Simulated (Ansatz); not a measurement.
# CsH (Pm-3m): from the cell to its phonons, part 2 of 3

Aim: the vibrations of CsH (Pm-3m), their spectra, and whether the structure is stable.

Ansatz 0.2.0; DFT LDA, scalar-relativistic, plane waves, PAW.

So far. Step 4 (Relaxing to small forces for the phonons): The forces vanish by symmetry and the pressure is -0.003 GPa, within the tolerances set. The cell now holds 24.09 Å³/atom. The relaxed cell has a = 3.639 Å (conventional setting).

## 5. Modes at Γ

The zone centre comes first: it holds the modes that light can see, as far as symmetry allows. The response to a homogeneous field gives the Born charges and the dielectric tensor.

Input file input.yaml:

```yaml
crystal:
  lattice:
    - [3.6385986822, 0.0, 0.0]
    - [0.0, 3.6385986822, 0.0]
    - [0.0, 0.0, 3.6385986822]
  atoms:
    - { symbol: Cs, position: [0.0, 0.0, 0.0] }
    - { symbol: H, position: [0.5, 0.5, 0.5] }
kpoints:
  mp_grid: { grid: [8, 8, 8] }
hamiltonian:
  xc: lda
scf:
  occupations: { method: fixed }
output:
  eigenvalues: true
phonons:
  method: dfpt
  dielectric: true
  rigid_motions: translations
```

Started as:

```console
ansatz run input.yaml --threads 4 --pin off --max-ram 7168MiB --backend cpu --events-out ev --progress --plain --runs-dir out
```

Numbers of over 12 decimals in the logs are rounded to 6 here.

Log:

```text
[...]
Crystal: 2 atoms, lattice volume = 48.173 Å³
Basis set: ecut = 420 eV, 925 PW (Γ), exchange–correlation on 50×50×50 points (8 copies of the dense FFT grid, shifted against one another)
Bands: 9, of which v1, the nominal top of the filled ones, is band 5 counted from 1 (4 counted from 0)
Symmetry: 48 space group operations
k-points: 75 of 512 (irreducible under 8 space group operations, time reversal used)
[...]
SCF iter   1: F=—  HF=-5520.975999 eV  |F-HF|=—  |Δ(HF+E_count)|=         —  Δρ=9.05e-3  dr2=4.71e-2  ethr=1.77e-3  ⟨swp⟩=4.8  Hψ=4398  notcnv=0  defer=133
[...]
SCF iter   7: F=-5520.958442 eV  HF=-5520.958442 eV  |F-HF|=0.00e0  |Δ(HF+E_count)|=  2.00e-10  Δρ=6.77e-8  dr2=1.14e-12  ethr=1.00e-12  ⟨swp⟩=7.5  Hψ=4339  notcnv=0
SCF 1 converged in 7 iterations: F = -5520.958442 eV  dr2 = 1.14e-12
[...]
DFPT response loops at Γ: preconditioner auto → none (the input reference at scf.mixing.eps_inf says where Resta's filter doesn't serve); β = 0.50; Broyden in place of MSR1
── the response to a field inside a basis, on 8×8×8 k-points: an SCF that follows is theirs, and a resumed run solves both again ──
Bands: 6, of which v1, the nominal top of the filled ones, is band 5 counted from 1 (4 counted from 0)
k-points: 20 of 512
[...]
Eigensolver: Dense (20 Hₖ)
SCF iter   1: F=—  HF=-5520.958503 eV  |F-HF|=—  |Δ(HF+E_count)|=         —  Δρ=1.51e-4  dr2=1.77e-6  ethr=1.00e-1
[...]
SCF iter   3: F=-5520.958504 eV  HF=-5520.958504 eV  |F-HF|=4.52e-9  |Δ(HF+E_count)|=   3.70e-7  Δρ=6.53e-6  dr2=9.53e-9  ethr=4.04e-9
SCF 1 converged in 3 iterations: F = -5520.958504 eV  dr2 = 9.53e-9
[...]
WARN: field response: ε∞ stands inside a basis, on 8×8×8 points; the force constants stand on the 8×8×8 k-mesh, whose period is 13.39 times the interband length at k = (-0.5000, -0.5000, -0.5000), direct gap 2.420 eV, under 14: take them and everything formed from them as unconverged, and compare with a denser kpoints.mp_grid
SCF converged after 7 iterations
Free energy (F): -5520.958442 eV
[...]
Internal energy: -5520.958442 eV  (E = F + TS)
E sigma→0 (E₀):  -5520.958442 eV
Fermi energy:    5.325283 eV
[...]
--- Band table (eV; the first three rows and the last of 75) ---
[...]
--- Phonons (Γ-DFPT): 2 representative perturbations + reference, on 75 of 512 k-points (Σ response iterations 7) ---
  k mesh reduced under 8 symmetry operations, with k and −k counted as one. Each operation leaves every solved perturbation unchanged. A smaller set is not considered because the run solves the response to a homogeneous field
  ASR residual: 2.294e-5 → 0.000e0 eV/Å²; symmetrization residual: 2.018e-7 eV/Å²
  ASR residual per site (eV/Å²): 1.27e-5 2.29e-5
  Γ frequencies (cm⁻¹): 0.00 0.00 0.00 416.09 416.09 416.09
  ε∞ (high-frequency dielectric tensor):
        4.201495     0.000000     0.000000
        0.000000     4.201495     0.000000
        0.000000     0.000000     4.201495
  ε⁰ (static dielectric tensor: ions relaxed, cell fixed):
       12.196461     0.000000    -0.000000
        0.000000    12.196461     0.000000
       -0.000000     0.000000    12.196461
  ε⁰ − ε∞ (ionic part):
        7.994966    -0.000000    -0.000000
       -0.000000     7.994966     0.000000
       -0.000000     0.000000     7.994966
  softest optical mode at Γ: 416.09 cm⁻¹; the repairs (sum rule, projections) moved no ω² at Γ by more than (2.55 cm⁻¹)²
  Born effective charges Z* (e; rows j = field, columns β = displacement):
    site 0:
         1.16433   -0.00000    0.00000
        -0.00000    1.16433    0.00000
        -0.00000    0.00000    1.16433
    site 1:
        -1.16433    0.00000    0.00000
         0.00000   -1.16433    0.00000
         0.00000    0.00000   -1.16433
  Z* charge neutrality: 4.312e-4 e pre-enforcement
  solved inside a basis spanned on kpoints, on 8×8×8 k-points, its susceptibility summed on 12×12×12: ε∞ is read to err by 1.0e-2, Z* by 9.7e-3 e (field_mesh: kpoints solves on kpoints); Z* is corrected for what the basis lacks
  optical modes at Γ without the LO–TO term, one row a degenerate level:
      ω (cm⁻¹)  modes    IR ((D/Å)²/amu)
        416.09      3            93.7895
  optical modes at Γ + LO–TO along q̂ = [1.0000, 0.0000, 0.0000]:
      ω (cm⁻¹)  modes    IR ((D/Å)²/amu)
        416.09      2            62.5263
        708.93      1            31.2632
  optical modes at Γ + LO–TO along q̂ = [0.0000, 1.0000, 0.0000]:
      ω (cm⁻¹)  modes    IR ((D/Å)²/amu)
        416.09      2            62.5263
        708.93      1            31.2632
  optical modes at Γ + LO–TO along q̂ = [0.0000, 0.0000, 1.0000]:
      ω (cm⁻¹)  modes    IR ((D/Å)²/amu)
        416.09      2            62.5263
        708.93      1            31.2632
```

The job ended after 3.5 s (4 threads of Intel Xeon 6975P-C (Granite Rapids), shared host; peak memory 0.49 GiB).

This step gave:

```yaml
sum_rule_residual_before_enforcement: 2.29e-5 eV/Å²
miss_of_the_charge_sum_rule: 4.31e-4 e
estimated_error_of_the_dielectric_tensor: 0.01049
estimated_error_of_the_born_charges: 0.009660 e
point_group: m-3m
highest_optical_mode_at_the_zone_centre_no_lo_to_term: 416.1 cm⁻¹
lowest_optical_zone_centre_mode: 416.1 cm⁻¹
mean_high_frequency_dielectric_constant: 4.202
largest_born_charge_third_of_the_trace: 1.164 e
mean_static_dielectric_constant: 12.20
top_of_the_zone_centre_spectrum_with_the_field: 708.9 cm⁻¹
```

Without the LO-TO term. Patterns of degenerate modes are one choice out of their space. Modes at Γ, with each element's share of the kinetic energy:

```
mode  frequency (cm⁻¹)  symmetry  Cs %  H %
   1               0.0  acoustic    99    1
   2               0.0  acoustic    99    1
   3               0.0  acoustic    99    1
   4             416.1       T1u     1   99
   5             416.1       T1u     1   99
   6             416.1       T1u     1   99
```

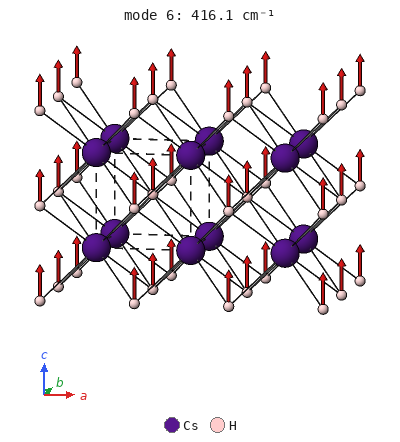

Displacement patterns of mode 6 at Γ; arrows are exaggerated. 2×1×1 cells are drawn. Some periodic images of atoms are drawn too.

Optical modes at the zone centre, without and with the macroscopic field of the longitudinal modes; each column is sorted by frequency, so a row need not hold one and the same mode. Modes with and without the field, by row:

```
rank among optical modes  no field (cm⁻¹)  q along (1, 0, 0) (cm⁻¹)
                       1            416.1                     416.1
                       2            416.1                     416.1
                       3            416.1                     708.9
```

Born charge (rows field, columns displacement) (e), principal values of the symmetric part by kind of site:

```
atom  atoms with these values    low  middle   high   mean
 Cs1                        1   1.16    1.16   1.16   1.16
  H2                        1  -1.16   -1.16  -1.16  -1.16
```

In full for H2:

```
-1.16  0.00  0.00
 0.00 -1.16  0.00
 0.00  0.00 -1.16
```

High-frequency dielectric tensor:

```
4.20 0.00 0.00
0.00 4.20 0.00
0.00 0.00 4.20
```

Static dielectric tensor (ions relaxed, fixed cell):

```
12.20  0.00  0.00
 0.00 12.20  0.00
 0.00  0.00 12.20
```

Transverse modes. Infrared lines, with heights relative to the strongest:

```
position (cm⁻¹)  label  relative intensity
            416    T1u                 100
```

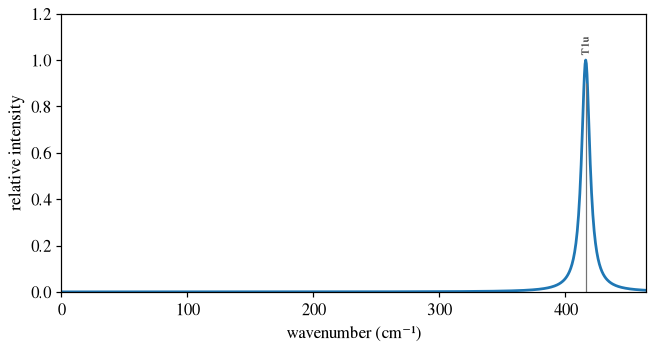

The infrared spectrum, broadened with Lorentzians of width 8 cm⁻¹; bars mark the lines.

Before it was imposed, the acoustic sum rule was missed by 2.3e-5 eV/Å² and the charge sum rule by 4.3e-4 e. Small misses are needed for a sound result but don't prove that mesh and cutoff are converged. The lowest optical mode is real, 416 cm⁻¹.

The log warns of the k mesh: “the force constants stand on the 8×8×8 k-mesh, whose period is 13.39 times the interband length at k = (-0.5000, -0.5000, -0.5000), direct gap 2.420 eV, under 14: take them and everything formed from them as unconverged”.

## 6. Response at finite wavevector

Stability and thermal properties need the whole zone. Linear response on a 4×4×4 q mesh gives force constants as far as a supercell of that size would, and the tensors from the zone-centre run are typed in so that the long-range dipole term is interpolated apart.

input.yaml, the sections that differ from step 5:

```yaml
phonons:
  method: dfpt
  qmesh: [4, 4, 4]
  temperatures: { t_max: 1000, t_step: 50 }
  qpath:
    path:
      - [[0.0, 0.0, 0.0], [0.0, 0.5, 0.0], [0.5, 0.5, 0.0], [0.0, 0.0, 0.0], [0.5, 0.5, 0.5], [0.0, 0.5, 0.0]]
      - [[0.5, 0.5, 0.5], [0.5, 0.5, 0.0]]
    npoints: 10
  non_analytic_term:
    high_frequency_dielectric_tensor: [[4.2015, 0.0, 0.0], [0.0, 4.2015, 0.0], [0.0, 0.0, 4.2015]]
    born_effective_charges:
      - { species: Cs, tensor: [[1.1643, 0.0, 0.0], [0.0, 1.1643, 0.0], [0.0, 0.0, 1.1643]] }
      - { species: H, tensor: [[-1.1643, 0.0, 0.0], [0.0, -1.1643, 0.0], [0.0, 0.0, -1.1643]] }
    source: "zone-centre run at this cell"
# crystal, kpoints, hamiltonian, scf, output: as in step 5
```

Log:

```text
[...]
Crystal: 2 atoms, lattice volume = 48.173 Å³
Basis set: ecut = 420 eV, 925 PW (Γ), exchange–correlation on 50×50×50 points (8 copies of the dense FFT grid, shifted against one another)
Bands: 9, of which v1, the nominal top of the filled ones, is band 5 counted from 1 (4 counted from 0)
Symmetry: 48 space group operations
k-points: 35 of 512
[...]
SCF iter   1: F=—  HF=-5520.975967 eV  |F-HF|=—  |Δ(HF+E_count)|=         —  Δρ=9.05e-3  dr2=4.70e-2  ethr=1.77e-3  ⟨swp⟩=5.1  Hψ=2065  notcnv=0  defer=62
[...]
SCF iter   7: F=-5520.958442 eV  HF=-5520.958442 eV  |F-HF|=0.00e0  |Δ(HF+E_count)|=  1.55e-10  Δρ=7.62e-8  dr2=1.69e-12  ethr=1.00e-12  ⟨swp⟩=8.3  Hψ=2228  notcnv=0
SCF 1 converged in 7 iterations: F = -5520.958442 eV  dr2 = 1.69e-12
[...]
NSCF: frozen V_eff on 35 k-points
[...]
DFPT response loops at q = (0, 0, 0) (fractional): preconditioner auto → none (the input reference at scf.mixing.eps_inf says where Resta's filter doesn't serve); β = 0.50; Broyden in place of MSR1
[...]
SCF converged after 7 iterations
Free energy (F): -5520.958442 eV
[...]
Internal energy: -5520.958442 eV  (E = F + TS)
E sigma→0 (E₀):  -5520.958442 eV
Fermi energy:    5.325282 eV
[...]
--- Band table (eV; the first three rows and the last of 35) ---
[...]
--- Phonons (Γ-DFPT): 2 representative perturbations + reference (Σ response iterations 7) ---
  ASR residual: 1.807e-5 → 0.000e0 eV/Å²; symmetrization residual: 7.728e-8 eV/Å²
  ASR residual per site (eV/Å²): 1.81e-5 5.98e-6
  Γ frequencies (cm⁻¹): 0.00 0.00 0.00 416.09 416.09 416.09
--- Phonons (arbitrary-q DFPT): 10 irreducible q on the 4×4×4 mesh ---
  q = [0.0000, 0.0000, 0.0000] (star 1, of the zone-centre solve; hermiticity 2.43e-7, symmetrization 7.50e-14): -0.00 -0.00 0.00 416.09 416.09 416.09
  q = [0.0000, 0.0000, 0.2500] (star 6, 4 solved perturbations in 640 linear systems a pass and spin channel, the states on 200 of 512 k-point pairs; hermiticity 6.78e-8, symmetrization 1.11e-13): 26.11 26.11 68.66 460.56 460.56 716.78
[...]
q = [0.0000, 0.2500, -0.5000] (star 12, 6 solved perturbations on 200 of 512 k-point pairs; hermiticity 7.92e-8, symmetrization 5.10e-15): 30.17 66.18 91.87 455.48 494.19 617.58
[...]
sum rule: each row above includes the acoustic sum rule's correction from the zone centre's row sums; it moved no ω² by more than (1.27 cm⁻¹)²
  mesh force constants: q→R imaginary residual 2.03e-19; ASR residual 1.807e-5 → 0.000e0 eV/Å²; symmetrization residual 2.220e-15 eV/Å²
  interpolated dispersion: 63 rows × 6 modes
  density of states and harmonic sums: on the 20×20×20 q-mesh, interpolated from the force constants of a 4×4×4 supercell (with the dipole–dipole term of supplied tensors)
  largest difference from the sums on the solved wave vectors: F 9.79e-3 eV, S 1.39e-5 and C_V 3.99e-6 eV/K
  zero-point energy: 0.109557 eV/cell   skipped modes (ω ≤ 0): 3   left out of the sums: 6.25e-5 of the cell's modes: C_V's classical limit lies that fraction below 3 k_B per atom; for a crystal, a wire or a layer, F and S can be off by more, and a phonons.interpolated_qmesh denser along its periods is the remedy for the sampling
```

Run time: 37 s. Hardware: 4 threads; peak memory 0.69 GiB; 2.1 min of CPU time.

This step gave:

```yaml
sum_rule_residual_before_enforcement: 1.81e-5 eV/Å²
lowest_frequency_on_the_path: 0 cm⁻¹
highest_frequency_on_the_path_or_at_a_solved_wavevector: 722.3 cm⁻¹
mean_frequency: 294.6 cm⁻¹
debye_temperature_second_moment: 705 K
logarithmic_mean_frequency: 173.9 cm⁻¹
lowest_mode_on_the_q_mesh_acoustic_modes_at_gamma_apart: 26.11 cm⁻¹
zero_point_energy_per_atom: 54.78 meV
heat_capacity_at_300_k: 19.90 J/(mol atoms K)
vibrational_entropy_at_300_k: 32.41 J/(mol atoms K)
edges_of_the_widest_gap_between_branches_on_path_and_mesh: 96.5, 404.2 cm⁻¹
```

Frequencies (cm⁻¹) solved at each irreducible wavevector; negative means imaginary. Frequencies by wavevector, by row:

```
q in reciprocal lattice units  star  mode 1  mode 2  mode 3  mode 4  mode 5  mode 6
                        0 0 0     1       0       0       0   416.1   416.1   416.1
                     0 0 0.25     6    26.1    26.1    68.7   460.6   460.6   716.8
                     0 0 -0.5     3    31.9    31.9    96.5   497.5   497.5   722.3
                  0 0.25 0.25    12    28.7    63.3      73     459   464.2   654.5
                  0 0.25 -0.5    12    30.2    66.2    91.9   455.5   494.2   617.6
                  0 -0.5 -0.5     3      28    86.4    86.4   404.2   493.1   493.1
               0.25 0.25 0.25     8    63.1    63.1    71.9   499.8   499.8     585
               0.25 0.25 -0.5    12    61.8    65.7    87.9   463.5   532.6   575.6
               0.25 -0.5 -0.5     6    61.2    83.3    83.3     511   535.7   535.7
               -0.5 -0.5 -0.5     1    79.9    79.9    79.9   572.6   572.6   572.6
```

Interpolated from a 4×4×4 q mesh, with the LO-TO term (at Γ the limit along the path; where Γ stands inside the path, tables give the limit on arrival). The phonon branches at the labelled points (cm⁻¹):

```
    point  branch 1  branch 2  branch 3  branch 4  branch 5  branch 6
        Γ         0         0         0       416       416       709
        X        32        32        96       498       498       722
        M        28        86        86       404       493       493
        Γ         0         0         0       416       416       709
        R        80        80        80       573       573       573
        X        32        32        96       498       498       722
jump to R        80        80        80       573       573       573
        M        28        86        86       404       493       493
```

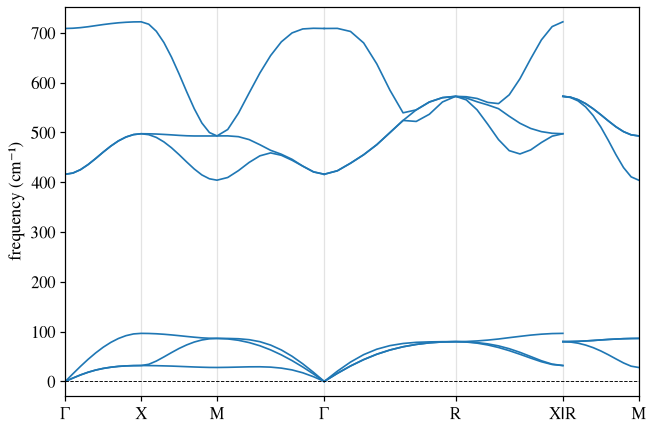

Phonon branches along the path.

The phonon density of states has structure finer than the step of the table below, so its rows give means over 50 cm⁻¹, whole bins alone (the curve runs from 5 to 725 cm⁻¹). Peaks (cm⁻¹: height): 35.0: 0.0497, 85.0: 0.0704, 465.0: 0.0333.

Tetrahedra on a 20×20×20 mesh, mean over bins of 10 cm-1. Interpolated from a 4×4×4 q mesh. Table of phonon density of states by wavenumber; means over each step:

```
wavenumber (cm⁻¹)  phonon density of states (1/cm⁻¹/cell)
               50                                  0.0365
              100                                  0.0217
              150                                       0
              200                                       0
              250                                       0
              300                                       0
              350                                       0
              400                                  6.6e-4
              450                                  0.0170
              500                                  0.0190
              550                                  0.0104
              600                                 0.00430
              650                                 0.00420
              700                                 0.00445
```

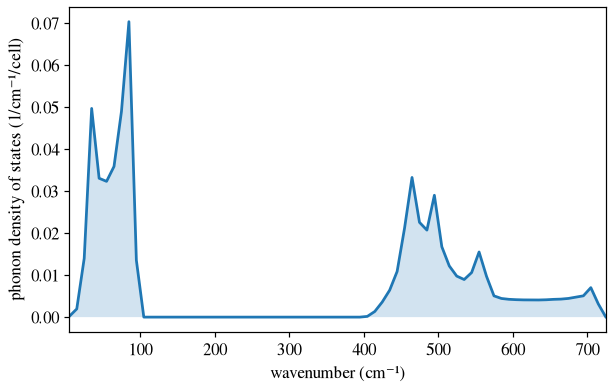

Phonon density of states against wavenumber.

The partial phonon density of states has structure finer than the step of the table below, so its rows give means over 50 cm⁻¹, whole bins alone (the curve runs from -10 to 754 cm⁻¹). Peaks (cm⁻¹: height): Cs 33.2: 0.0401, 81.3: 0.0625; H 465.6: 0.0295, 494.4: 0.0258, 556.9: 0.0150, 705.8: 0.00625.

Phonopy on the run's constants, 15x15x15 mesh, Gaussian sigma 5.5 cm-1. Interpolated from a 4×4×4 q mesh. Partial phonon density of states against wavenumber; means over each step; values in 1/cm⁻¹/cell:

```
wavenumber (cm⁻¹)      Cs        H
               50  0.0361   3.4e-5
              100  0.0215   8.1e-6
              150       0        0
              200       0        0
              250       0        0
              300       0        0
              350       0        0
              400  1.0e-6   7.9e-4
              450  2.2e-5   0.0167
              500  4.9e-6   0.0191
              550       0   0.0105
              600       0  0.00420
              650  6.8e-6  0.00403
              700  1.1e-5  0.00457
```

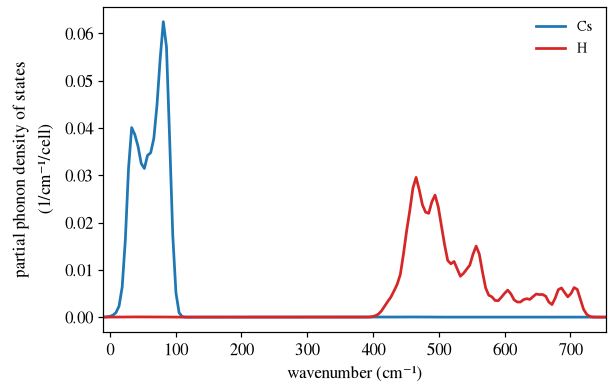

Partial phonon density of states against wavenumber.

Second derivatives of the energy by pair, one row for each kind of neighbour of each atom listed. Each entry sums the pair over the periodic images of the supercell that the q mesh stands for, and in a polar crystal it holds the long-range dipole part too. Force constants by pair, by row:

```
atom  neighbour  distance (Å)  third of the trace (eV/Å²)  along the pair's line (eV/Å²)
 Cs1     itself             0                        2.22                              –
 Cs1          H         3.151                     -0.1217                        -0.0981
 Cs1         Cs         3.639                     -0.1811                        -0.8138
 Cs1         Cs         5.146                     -0.0154                        -0.1084
 Cs1          H         6.034                       0.006                         0.0515
 Cs1         Cs         6.302                     -0.0051                        -0.0457
 Cs1         Cs         7.277                     -0.0249                         -0.084
  H2     itself             0                       1.043                              –
  H2         Cs         3.151                     -0.1217                        -0.0981
  H2          H         3.639                      0.0076                         -0.115
  H2          H         5.146                     8.00e-4                         -0.052
  H2         Cs         6.034                       0.006                         0.0515
  H2          H         6.302                     -0.0303                        -0.0955
  H2          H         7.277                     -0.0017                        -0.0375
```

Harmonic thermodynamic functions per atom, from the density of states. Interpolated from a 4×4×4 q mesh. Thermodynamic functions, by row:

```
T (K)  F_vib (meV/atom)  S (J/mol-atom/K)  C_V (J/mol-atom/K)
    0             54.78                 0                   0
   50             53.23              7.76                 9.5
  100             47.11             15.27               12.06
  200             25.94                25               16.59
  300             -3.96             32.41                19.9
  400            -40.77             38.41               21.72
  500            -83.23             43.38               22.75
  600            -130.4             47.59               23.36
  700            -181.7             51.22               23.76
  800            -236.4             54.41               24.02
  900            -294.3             57.25               24.21
 1000              -355             59.81               24.34
```

Harmonic mean-square displacement, third of the trace. Interpolated from a 4×4×4 q mesh. Mean square displacements, by row:

```
T (K)  Cs1 U_eq (Å²)  H2 U_eq (Å²)
    0        0.00238       0.03264
  100        0.00797       0.03401
  300        0.02311       0.04346
  600        0.04607       0.06919
```

Symmetry leaves 10 wavevectors to solve. The lowest mode among them, the acoustic zeros apart, lies at q = (0, 0, 0.25) and is real, 26.1 cm⁻¹.

(Continued in part 3 of 3.)

[Logs are printed without paths, hosts, clocks, repeated set-up lines and the standing remarks that a program may print on its own settings, such as how far it seeks lower states.]

[Hosts, paths, dates, database ids (printed as entryN), source tags and the programs' standing remarks are cut or masked in the printed files.]
